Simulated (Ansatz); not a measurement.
Input file:

```
crystal:
  periodic: [false, false, false]
  atoms:
    - {symbol: B, position_ang: [0.084390, -1.203237, 0.076831]}
    - {symbol: O, position_ang: [0.804722, -0.339654, -0.709891]}
    - {symbol: F, position_ang: [-0.785580, -2.034005, -0.457428]}
    - {symbol: F, position_ang: [0.385053, -1.273319, 1.350325]}
    - {symbol: H, position_ang: [-0.946141, 1.350878, 0.600198]}
    - {symbol: F, position_ang: [-1.575836, 0.656755, 0.543849]}
    - {symbol: H, position_ang: [0.894213, 1.200313, -0.085777]}
    - {symbol: F, position_ang: [0.602718, 2.009655, 0.314956]}
    - {symbol: H, position_ang: [0.536460, -0.367485, -1.633262]}
basis:
  gaussian: {orbitals: def2-TZVPP}
hamiltonian: {xc: pbe0, dispersion: d4}
output: {orbitals: {seedname: orbitals}}
```

Launched as:

```sh
ansatz run in.yaml --threads 8 --pin off --events-out ev --progress --plain --max-ram 19148MiB
```

The reactant side of a reaction path; geometry: PBE0-D4/def2-TZVP; a saddle point, not a minimum.

All numbers below come from Ansatz, RKS PBE0-D4/def2-TZVPP.

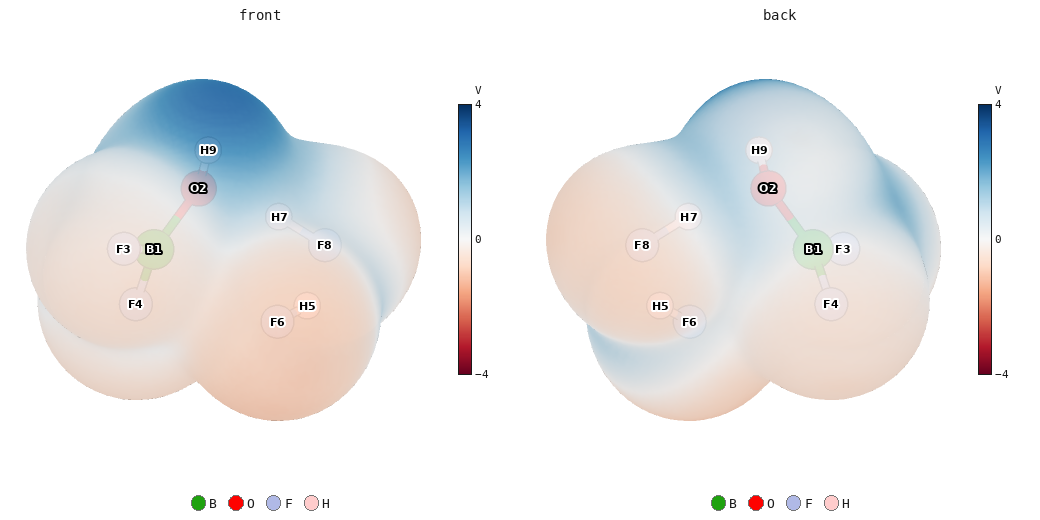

BF2HO···HF···HF. The molecular electrostatic potential painted on the density surface at 0.001 e/bohr³, seen from the front and from behind; the colour scale runs from red (negative) to blue (positive).

Question: Describe the electrostatic potential map.

Answer: The most negative region (about −1.0 V) lies over F6, the most positive (about +3.0 V) over H9.
